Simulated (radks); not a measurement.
**Run report: C⁺, atomic calculation**

- system: C⁺ (Z = 6, 5 electrons) in the configuration [He] 2s2 3p1.
- method: scalar-relativistic Kohn-Sham, LDA (Slater exchange, Perdew-Wang correlation), spin-unpolarised, spherical densities, finite nucleus (the in-house radial solver radks)

## The program's output
```
1s      1   2.0000         -10.96701147
2s      1   2.0000          -1.22569389
3p      1   1.0000          -0.22995638
Etot -36.45108446537387
Ekin 36.291189177863714
Encl -81.7621130934952
Eh 13.148504837666597
Exc -4.128665387408974
err 6.774223737873689e-10
it 13
```

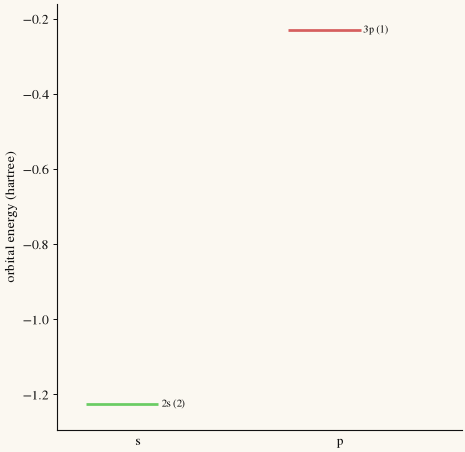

**Figure 1.** The outer levels are drawn by angular momentum (occupations in brackets). The highest occupied level is 3p at −0.230 hartree. From the top down the occupied levels run 3p (−0.230 hartree), 2s (−1.23 hartree).

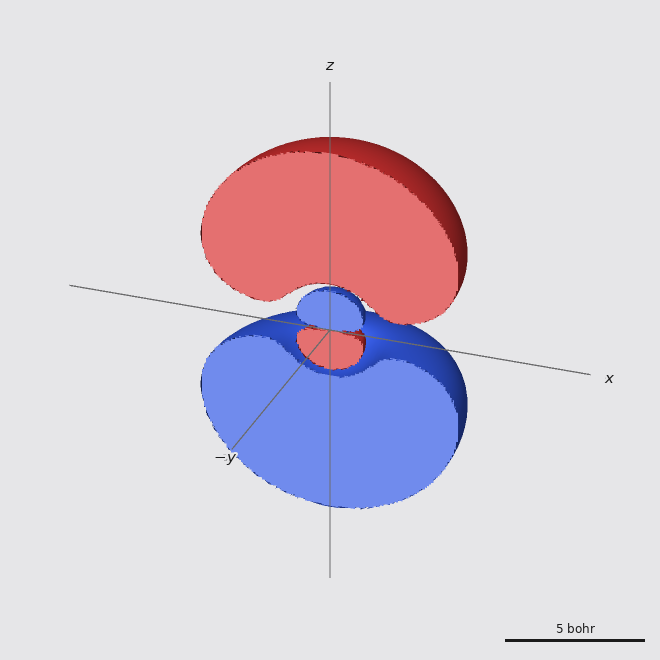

**Figure 2.** One occupied orbital is shown. The surface of constant |ψ| that holds about 85 % of the electron is drawn, red where ψ is positive and blue where it is negative, with the half in front of the xz plane cut away and the cut face painted. The radial function comes from the spherical calculation and is multiplied by a real spherical harmonic; the overall sign is chosen so that the largest lobe of P(r) is positive; at the scalar-relativistic level it is the large component. It is 3p(z). It has the nodal plane xy and 1 radial node, at r = 1.71 bohr. The outermost maximum of P² lies at 4.09 bohr, ⟨r⟩ = 4.54 bohr, 90 % of the charge lies within 6.74 bohr, and the eigenvalue is −6.26 eV, with 1 electron in the shell.

## Input file
```
Z 6
configuration [He] 2s2 3p1
relativity scalar-relativistic
functional lda,pw
spin unpolarised
nucleus finite rms 2.4702 fm
c 137.035999084
```

Energies in input and log are in hartree, lengths in bohr (the nuclear radius in fm).

## Results in brief

- outcome: converged
- total energy: −36.451084 hartree
- kinetic energy: 36.291189 hartree
- electron–nucleus energy: −81.762113 hartree
- Hartree energy: 13.148505 hartree
- exchange–correlation energy: −4.128665 hartree
- radius at density 0.001 e/bohr³: 4.53 bohr
- SCF iterations: 13
- hardware: 1 CPU thread, shared host

## Notes

This is an excited configuration.
